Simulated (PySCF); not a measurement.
Molecule: C₅H₁₄OSi₂, SMILES CC(C)(C)[SiH2][SiH2]C=O. Atoms near the plane z = 0.0 Å, at the GFN2-xTB optimised geometry (x, y, z in Å): C2 (0.9, -0.1, 0.0), C3 (2.4, -0.1, 0.0), C4 (0.4, 1.3, 0.0), H12 (2.8, -1.2, 0.0), H13 (2.8, 0.4, 0.9), H14 (2.8, 0.4, -0.9), H15 (0.7, 1.8, -0.9), H16 (0.8, 1.8, 0.9), H17 (-0.7, 1.3, 0.0), H21 (-2.8, -1.8, -0.5).

Method: PySCF with B3LYP/def2-SVP. Cells within 0.4 Å of a nucleus heavier than hydrogen are left out (blank, or x). The values are rescaled to run from 0 to 1.

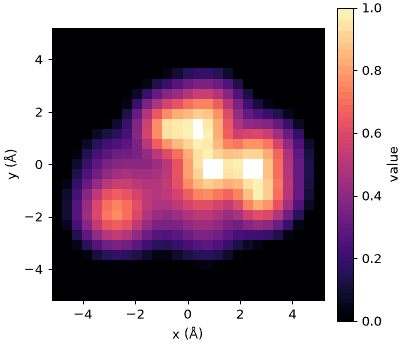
*a field on the plane z = 0.0 Å.*

Which quantity is mapped?
A. log10 of the electron density
B. Laplacian of the electron density
C. electrostatic potential
D. deformation density (molecule minus spherical neutral atoms)

A, log10 of the electron density. In full: log10 of the electron density (e/bohr³), floored at −4.
